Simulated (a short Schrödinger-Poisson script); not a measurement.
Stack: gated In0.52Al0.48As/In0.53Ga0.47As δ-doped gas in a quantum well, at 300 K.

```tsv
layer	material	thickness (nm)	Na (cm⁻³)
1	In0.52Al0.48As	20	-
2	In0.52Al0.48As	2	-
3	In0.53Ga0.47As	20	-
4	In0.52Al0.48As	4000	2e14
```

The device is made up for the run: typed textbook-type constants, with dimensions and the other settings drawn at random. In0.52Al0.48As: permittivity 12.5, conduction-band edge (eV) 0.52, gap (eV) 1.45, electron mass (mₑ) 0.075, Nv at 300 K (cm⁻³) 1.1e19. In0.53Ga0.47As: permittivity 13.9, conduction-band edge (eV) 0, gap (eV) 0.74, Nv at 300 K (cm⁻³) 7.7e18.

Channel valleys (confinement mass, in-plane density-of-states mass, number): Γ 0.041, 0.041, 1. At the gate the conduction-band edge of layer 1 lies 0.65 eV − eVg above the Fermi level of the channel; the field vanishes at the back. Sheet of ionised δ-doping: +3e12 e/cm² at 20 nm from the gate. The barrier under the gate holds no holes. Gaps are held at their typed values at every temperature. Mesh 0.08 nm at interfaces.

From a short Schrödinger-Poisson script (our own, NumPy): 1D Poisson equation in equilibrium, electrons quantum, Hartree (BenDaniel-Duke, 40 states a valley, the channel's in-plane mass for all, wave functions free to enter the barrier), parabolic valleys, classical holes, full ionisation, no traps, pinning or gate leakage.

Only gate voltages with over 1e8 electrons/cm² are shown.

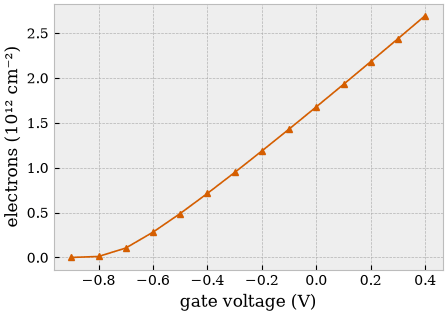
*Sheet density against gate voltage*

```tsv
Vg (V)	electrons (cm⁻²)	in the channel layer	C (μF/cm²)	Γ E0 (meV)	Γ E1 (meV)
0.4	2.69e12	2.61e12	0.414	-114.5	-31.3
0.3	2.44e12	2.37e12	0.411	-104.3	-25.9
0.2	2.18e12	2.12e12	0.408	-93.9	-20.2
0.1	1.93e12	1.88e12	0.404	-83.5	-14.1
0	1.68e12	1.64e12	0.400	-72.8	-7.6
-0.1	1.43e12	1.40e12	0.395	-61.8	-0.6
-0.2	1.19e12	1.17e12	0.388	-50.4	7.3
-0.3	9.47e11	9.33e11	0.380	-38.3	16.3
-0.4	7.13e11	7.05e11	0.368	-25.2	27.0
-0.5	4.90e11	4.85e11	0.349	-10.0	40.3
-0.6	2.81e11	2.79e11	0.316	9.1	58.5
-0.7	1.05e11	1.04e11	0.240	38.6	87.9
-0.8	1.08e10	1.07e10	0.0614	99.5	149.1
-0.9	2.85e8	2.84e8	0.00793	193.6	243.2
```

Subbands count from the Fermi level.
